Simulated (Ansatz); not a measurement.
# CCSDT/STO-3G run of InH3F− ([InFH3]-)

What is the energy change on altering one bond length of InH3F− ([InFH3]-) at CCSDT/STO-3G? 

The calculation is run with Ansatz 0.2.0.

4 further runs of the same task are left out: 4 that didn't finish.

### Step 1. The structure to begin with

InH3F−: 5 atoms, total charge -1, spin state singlet. SMILES: `[H][In-]([H])([H])[F]`. Geometry: a GFN2-xTB relaxation, a rough one for these elements and not checked as a minimum.

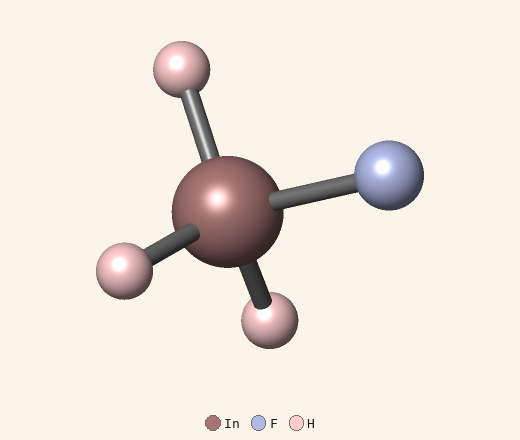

The structure, seen from a chosen angle (indium brown, fluorine light blue, hydrogen pink).

### Step 2. A single-point energy at CCSDT/STO-3G

Contents of molecule.yaml:

```yaml
crystal:
  periodic: [false, false, false]
  atoms:
    - {symbol: In, position_ang: [0.001730, 0.003130, -0.134360]}
    - {symbol: F, position_ang: [0.009540, -0.019260, 1.883540]}
    - {symbol: H, position_ang: [1.643850, 0.009670, -0.593190]}
    - {symbol: H, position_ang: [-0.832240, 1.425350, -0.564970]}
    - {symbol: H, position_ang: [-0.822880, -1.418880, -0.591010]}
basis:
  gaussian: {orbitals: STO-3G}
total_charge: -1
correlation: {method: ccsdt, frozen_orbitals: {F: 1, H: 0, In: 18}}
accuracy: high
scf: {omitted_lower_state_checks: [cluster_reference, increment]}
```

On the command line:

```
ansatz run molecule.yaml --threads 1 --pin off --max-ram 2610MiB --events-out events.jsonl --progress --plain --runs-dir runs
```

Standard output, shortened:

```text
Warning: RAYON_NUM_THREADS=1 ignored (pool sized by the plan → 1); use --threads N
Functional definition: HF
  name "HF"
[...]
645 factors; integrals over basis functions are off by at most 3.8e-9 eV
[...]
mean field -157350.40563297 eV, -5782.5207510759 hartree, gradient 2.3e-8 eV, S^2 0.000000; 0 other end points of the search recorded, 0 dependent functions left out
19 core orbitals not correlated: weight in the atoms' cores, before any rotation towards them, 1.000 or more for the frozen orbitals, at most 0.000 for the correlated occupied ones
reference -157350.40563297 eV, -5782.5207510759 hartree; 12, 12 occupied and 4, 4 virtual orbitals, 645 factors
second order -1.29968554 eV of doubles, -0.00000000 eV of singles
cycle   1  -1.61473217 eV  change   -3.2e-1 eV  update   6.7e-2
[...]
cycle  22  -1.89102967 eV  change   -1.4e-9 eV  update   2.8e-9
Total energy: -157352.29666264 eV, -5782.5902451344 hartree
Checks for a lower state left out: cluster_reference, increment
```

Wall time 0.8 s (1 thread of Arm Neoverse V2, shared host); peak memory 0.084 GiB.

### Step 3. The distorted shape, same level

Contents of molecule.yaml:

```yaml
crystal:
  periodic: [false, false, false]
  atoms:
    - {symbol: In, position_ang: [0.207898, 0.358659, -0.020189]}
    - {symbol: F, position_ang: [0.215708, 0.336269, 1.997711]}
    - {symbol: H, position_ang: [1.850018, 0.365199, -0.479019]}
    - {symbol: H, position_ang: [-0.626072, 1.780879, -0.450799]}
    - {symbol: H, position_ang: [-0.822880, -1.418880, -0.591010]}
basis:
  gaussian:
    orbitals: STO-3G
total_charge: -1
correlation:
  method: ccsdt
  frozen_orbitals: {F: 1, H: 0, In: 18}
accuracy: high
scf:
  omitted_lower_state_checks: [cluster_reference, increment]
```

On the command line:

```
ansatz run molecule.yaml --threads 1 --pin off --max-ram 2610MiB --events-out events.jsonl --progress --plain --runs-dir runs
```

Standard output, shortened:

```text
Warning: RAYON_NUM_THREADS=1 ignored (pool sized by the plan → 1); use --threads N
[... 2 set-up lines as earlier in the session ...]
[...]
645 factors; integrals over basis functions are off by at most 4.4e-9 eV
[...]
mean field -157349.26103359 eV, -5782.4786878246 hartree, gradient 1.9e-8 eV, S^2 0.000000; 0 other end points of the search recorded, 0 dependent functions left out
19 core orbitals not correlated: weight in the atoms' cores, before any rotation towards them, 1.000 or more for the frozen orbitals, at most 0.000 for the correlated occupied ones
reference -157349.26103359 eV, -5782.4786878246 hartree; 12, 12 occupied and 4, 4 virtual orbitals, 645 factors
second order -1.42388877 eV of doubles, -0.00000000 eV of singles
cycle   1  -1.78899055 eV  change   -3.7e-1 eV  update   7.6e-2
[...]
cycle  26  -2.12603830 eV  change  -8.8e-10 eV  update  8.1e-10
Total energy: -157351.38707189 eV, -5782.5568182910 hartree
Checks for a lower state left out: cluster_reference, increment
```

Wall time 0.89 s (1 thread of Arm Neoverse V2, shared host); peak memory 0.084 GiB.

### Step 4. Results

Level: CCSDT/STO-3G, 19 core orbitals frozen.

| quantity | value |
| --- | --- |
| first shape: total energy | -5782.59025 Eh |
| first shape: correlation energy (19 core orbitals frozen) | -69.5 mEh |
| first shape: T1 diagnostic | 0.009 |
| distorted shape: total energy | -5782.55682 Eh |
| distorted shape: correlation energy (19 core orbitals frozen) | -78.1 mEh |
| distorted shape: T1 diagnostic | 0.010 |
| energy change with the In1–H5 bond stretched from 1.706 to 2.133 Å | 0.910 eV |

**Reading.** With the In1–H5 bond stretched from 1.706 to 2.133 Å the energy rises by 0.91 eV (21.0 kcal/mol). The first shape isn't relaxed at this level, so the change isn't measured from a minimum. The minimal basis adds a large error of its own. Relativity is left out (first shape) although the molecule holds a heavy atom. Relativity is left out (distorted shape) although the molecule holds a heavy atom.
